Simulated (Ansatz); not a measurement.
Bands of a (4,4) gold nanotube, along its axis.

Levels: PBE (plane waves to 420 eV, PAW; Ansatz, a program for electronic structure); PBE with spin-orbit coupling in Ansatz. Unmarked values and the geometry are of the first. Mesh 1×1×22. No spin polarisation. Periodic along z alone, with about 11 Å of vacuum beside it. A hypothetical model, rolled from the flat sheet. Only distortions within the start's symmetry and period were free. Values not marked SOC lack spin–orbit coupling.

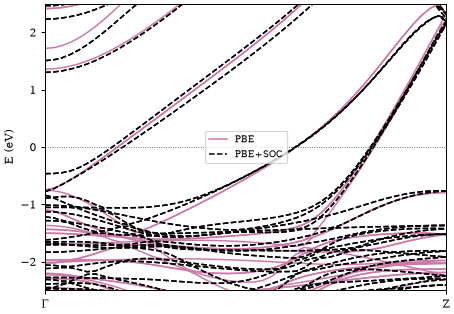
Figure. Bands from the zone centre to the zone edge (period 2.73 Å); the dotted line marks the highest filled level of each set

Problem. Is it a metal or a semiconductor at this level? Give what the bands show.

Solution. A metal in PBE.
```
Quantity                Result
--------  --------------------
PBE gap   none (under 0.01 eV)
```
